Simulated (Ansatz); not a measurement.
**GaAsH₂ (triplet): the correlation ladder, cc-pVTZ**

How much of the correlation energy of GaAsH₂ (triplet) does each wave-function method recover here?

Computed with Ansatz 0.2.0, Gaussian basis. Level: cc-pVTZ, core rule «outside noble gas», up to 28 orbitals frozen.

To be run: UHF; CCSD(T) on ROHF; CCSD(T) on UHF; BCCD(T) on ROHF; CCSDT(Q) on ROHF; CCSDT(Q) on UHF.

12 further runs of the same task are left out: 8 for a known fault of the program, 4 set aside as unsound or not needed. Runs told in other sessions of the task aren't counted.

## 1. The system

The geometry is a PBE0/def2-TZVP stationary point (not a proven minimum). No spin-orbit coupling is included. The filled d shell of Ga, As may be among the frozen orbitals whatever the setting's name suggests.

4 atoms, charge 0, spin multiplicity 3.

Atoms are counted from 1 here; the program's logs count them from 0.

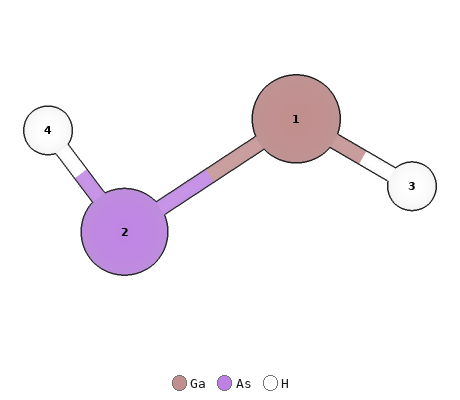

The geometry (gallium pink, arsenic purple, hydrogen white); atoms are numbered from 1 in the order of the file.

Geometry (Å):

```csv
atom,x (Å),y (Å),z (Å)
Ga1,0.0000,-0.0615,1.2744
As2,0.0000,0.0588,-1.1953
H3,0.0000,1.3435,2.0559
H4,0.0000,-1.4587,-1.3620
```

## 2. UHF

in.yaml

```yaml
crystal:
  periodic: [false, false, false]
  atoms:
    - {symbol: Ga, position_ang: [0.000000, -0.061519, 1.274398]}
    - {symbol: As, position_ang: [0.000000, 0.058800, -1.195307]}
    - {symbol: H, position_ang: [0.000000, 1.343482, 2.055926]}
    - {symbol: H, position_ang: [0.000000, -1.458691, -1.361996]}
basis:
  gaussian: {orbitals: cc-pVTZ}
magnetization: {spin_polarized: true, initial_magnetization: 2}
hamiltonian: {xc: hf}
output: {orbitals: {seedname: orbitals}}
```

On the command line:

```
$ ansatz run in.yaml --threads 1 --pin off --events-out ev --progress --plain --max-ram 4096MiB --backend cpu
```

Further steps of the session: CCSD(T) on ROHF; CCSD(T) on UHF; BCCD(T) on ROHF; CCSDT(Q) on ROHF; CCSDT(Q) on UHF.

Q: Predict the results of all the runs planned. Wanted: UCCSDT(Q) from the RHF energy; RMP2 from UCCSDT(Q); UMP2 from UCCSDT(Q); RCCSD from UCCSDT(Q); RCCSD(T) from UCCSDT(Q); UCCSD(T) from UCCSDT(Q); RCCSDT(Q) from UCCSDT(Q); T1 diagnostic.

As calculated:

| quantity | value |
| --- | --- |
| UCCSDT(Q) from the ROHF energy | -5.9638 eV |
| RMP2 from UCCSDT(Q) | +110.4 kJ/mol |
| UMP2 from UCCSDT(Q) | +111.6 kJ/mol |
| RCCSD from UCCSDT(Q) | +26.8 kJ/mol |
| RCCSD(T) from UCCSDT(Q) | +5.3 kJ/mol |
| UCCSD(T) from UCCSDT(Q) | +4.5 kJ/mol |
| RCCSDT(Q) from UCCSDT(Q) | +1.0 kJ/mol |
| levels within 1 kcal/mol (43 meV) | RCCSDT, UCCSDT, RCCSDT(Q) |
| T1 diagnostic | 0.026 |

**Reading.** RCCSD(T) misses by +5.3 kJ/mol, 0.9 % of the correlation energy. These misses are within one basis, not against nature; the frozen cores of restricted and unrestricted runs differ, which can shift their rows.
